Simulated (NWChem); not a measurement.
# [NO2]+ (SMILES O=[N+]=O): levels of theory compared

Aim: a comparison of 6 runs (HF/STO-3G, HF/def2-SVP, HF/6-311G**, HF/def2-TZVPPD, B3LYP/6-31G*, PBE0/def2-SVP) of [NO2]+. 

The results are computed with NWChem 7.3.0.

## 1. The molecule

[NO2]+: 3 atoms, total charge +1, spin state singlet. SMILES: `O=[N+]=O`. The coordinates come from a PBE0-D4/def2-TZVP relaxation.

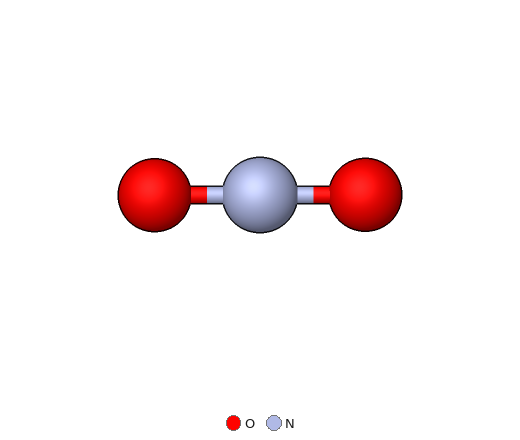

Viewed from a chosen angle; oxygen red, nitrogen light blue.

## 2. Energy and forces at HF/STO-3G (run 1)

run.py

```python
from ase import Atoms
from ase.calculators.nwchem import NWChem

system = Atoms('ONO', positions=[
    [-0.572980, 0.927020, -0.209580],
    [-0.000010, -0.000010, -0.000000],
    [0.572990, -0.927010, 0.209580],
])

calc = NWChem(
    label='mymol',
    theory='scf',
    memory='2200 mb',
    basis='STO-3G',
    basispar='spherical bse',
    charge=1,
    scf={'nopen': '0', 'rhf': None, 'thresh': '1e-08', 'maxiter': '80'},
)
system.calc = calc

forces = system.get_forces()
print("Total energy (eV):", round(system.get_potential_energy(), 6))
print("forces (eV/A):")
for s, f in zip(system.symbols, forces):
    print(f"{s:2s} {f[0]:10.5f} {f[1]:10.5f} {f[2]:10.5f}")
print("dipole (e A):", system.get_dipole_moment().round(4))
```

Run with:

```console
$ export ASE_NWCHEM_COMMAND="nwchem PREFIX.nwi > PREFIX.nwo"
$ python run.py
```

Standard output:

```text
Total energy (eV): -5467.408064
forces (eV/A):
O    -6.54608   10.59089   -2.39437
N    -0.00103    0.00134   -0.00036
O     6.54711  -10.59223    2.39473
dipole (e A): [-0. -0.  0.]
```

The calculator wrote mymol.nwi:

```
title "mymol"

permanent_dir mymol

scratch_dir mymol

start mymol

geometry units angstrom nocenter noautosym noautoz
  O  -5.7298000000000004e-01 9.2701999999999996e-01 -2.0957999999999999e-01
  N  -1.0000000000000001e-05 -1.0000000000000001e-05 -0.0000000000000000e+00
  O  5.7299000000000000e-01 -9.2701000000000000e-01 2.0957999999999999e-01
end

charge 1

memory 2200 mb

basis spherical bse noprint
   * library STO-3G
end

scf
  nopen 0
  rhf
  thresh 1e-08
  maxiter 80
end

task scf gradient
```

mymol.nwo:

```text
Northwest Computational Chemistry Package (NWChem) 7.3.0
             --------------------------------------------------------

           Job information
           ---------------

    nwchem branch   = 7.3.0
    use scalapack   = T
    input           = mymol.nwi
    prefix          = mymol.
    data base       = mymol/mymol.db
    status          = startup
    nproc           =        1

           Memory information
           ------------------

[... 5 lines left out ...]
    hardfail = no
[... 115 lines left out ...]
         Quadratically convergent ROHF
[... 14 lines left out ...]
       Final RHF  results
[... 4 lines left out ...]
      Two-electron energy =    131.560449996061
[... 24 lines left out ...]
                       ROHF Final Molecular Orbital Analysis
[... 153 lines left out ...]
                 ----------------------------------------
                 |  Time  |  1-e(secs)   |  2-e(secs)   |
                 ----------------------------------------
                 |  CPU   |       0.00   |       0.02   |
                 ----------------------------------------
                 |  WALL  |       0.00   |       0.02   |
                 ----------------------------------------

 Task  times  cpu:        0.1s     wall:        0.1s
 Total times  cpu:        0.1s     wall:        0.1s
```

It took 1 s on 1 thread of AMD EPYC 9B45 (Zen 5), shared host; peak memory 0.099 GiB.

## 3. Energy and gradient at HF/def2-SVP (run 2)

work.nw

```
START work
memory total 2200 mb
charge 1

GEOMETRY noautosym nocenter noautoz
   O    -0.572980    0.927020   -0.209580
   N    -0.000010   -0.000010    0.000000
   O     0.572990   -0.927010    0.209580
END

BASIS spherical bse
   * library def2-SVP
END

SCF
   thresh 1e-08
   maxiter 80
   print low
END

TASK scf gradient
```

Run with:

```console
$ nwchem work.nw > work.out
```

Standard output:

```text
[...]
  functions       =    42
[...]
  wavefunction    = RHF
[...]
         Total SCF energy =   -203.511803406447
      One-electron energy =   -405.597180103528
      Two-electron energy =    133.421209552389
 Nuclear repulsion energy =     68.664167144692
        Time for solution =      0.5s
[...]
                         RHF ENERGY GRADIENTS
    atom               coordinates                        gradient
                 x          y          z           x          y          z
   1 O      -1.082775   1.751814  -0.396049   -0.043689   0.070692  -0.015981
   2 N      -0.000019  -0.000019   0.000000    0.000002  -0.000021   0.000003
   3 O       1.082794  -1.751795   0.396049    0.043687  -0.070671   0.015978
 Task  times  cpu:        0.6s     wall:        0.6s
 Total times  cpu:        0.6s     wall:        0.6s
```

Run time: 1.1 s. Hardware: 1 thread of AMD EPYC 9B45 (Zen 5), shared host; peak memory 0.1 GiB.

Runs 3 to 5 aren't shown in full; the table further down has their settings and results.

## 4. Energy and forces at PBE0/def2-SVP (run 6)

mol.nw

```
start mol
memory stack 880 mb heap 220 mb global 1100 mb
charge 1

geometry units au noautosym nocenter noautoz
O     -1.08277527     1.75181391    -0.39604880
N     -0.00001890    -0.00001890     0.00000000
O      1.08279417    -1.75179501     0.39604880
end

basis spherical bse
* library def2-SVP
end

dft
xc pbe0
mult 1
grid xfine
convergence energy 1e-08
maxiter 100
mulliken
noprint "final vectors analysis"
end

task dft gradient
```

Run with:

```console
$ nwchem mol.nw > mol.out
```

Standard output:

```text
[...]
          Wavefunction type:  closed shell.
          No. of atoms     :     3
          No. of electrons :    22
[...]
          Charge           :     1
          Spin multiplicity:     1
[...]
          AO basis - number of functions:    42
[...]
              XC Information
              --------------
                         PBE0 Method XC Functional
                     Hartree-Fock (Exact) Exchange  0.250
          PerdewBurkeErnzerhof Exchange Functional  0.750
            Perdew 1991 LDA Correlation Functional  1.000 local
           PerdewBurkeErnz. Correlation Functional  1.000 non-local
[...]
 d= 0,ls=0.0,diis     1   -204.2176992479 -2.73D+02  3.27D-02  1.63D+00     0.3
[...]
 d= 0,ls=0.0,diis     9   -204.3534807704 -1.56D-11  4.08D-09  6.85D-14     1.9
         Total DFT energy =     -204.353480770432
      One electron energy =     -406.279253484924
           Coulomb energy =      156.627455774819
    Exchange-Corr. energy =      -23.365845422156
 Nuclear repulsion energy =       68.664162361828
[...]
  wavefunction    = closed shell
                         DFT ENERGY GRADIENTS
    atom               coordinates                        gradient
                 x          y          z           x          y          z
   1 O      -1.082775   1.751814  -0.396049    0.004668  -0.007548   0.001707
   2 N      -0.000019  -0.000019   0.000000    0.000007  -0.000022   0.000004
   3 O       1.082794  -1.751795   0.396049   -0.004676   0.007570  -0.001711
[...]
```

Run time: 2.8 s. Hardware: 1 thread of AMD EPYC 9B45 (Zen 5), shared host; peak memory 0.12 GiB.

## 5. Overview of the runs

```tsv
run	level	iteration cap	module	energy (Eh)	largest force (eV/Å)	wall time
1	HF/STO-3G	80	scf	-200.923542	12.680	1 s
2	HF/def2-SVP	80	scf	-203.511803	4.352	1.1 s
3	HF/6-311G**	80	scf	-203.733055	4.417	1.9 s
4	HF/def2-TZVPPD	80	scf	-203.777608	4.498	18 s
5	B3LYP/6-31G* (spherical functions)	100	dft	-204.707036	2.603	3.3 s
6	PBE0/def2-SVP	100	dft	-204.353481	0.466	2.8 s
```

## 6. Outcome

| quantity | value |
| --- | --- |
| run 6: total energy | -204.35348 Eh |
| run 6: largest force on an atom | 0.466 eV/Å |

**Reading.** Over runs 1, 4, 5 the HOMO–LUMO gap runs from 9.76 eV (B3LYP/6-31G*) to 19.08 eV (HF/def2-TZVPPD). The two ends differ in method and basis. Totals of different functionals can't be ranked against each other. In run 1 the basis is minimal, so the values are rough. All runs together took 28 s, the longest 18 s.
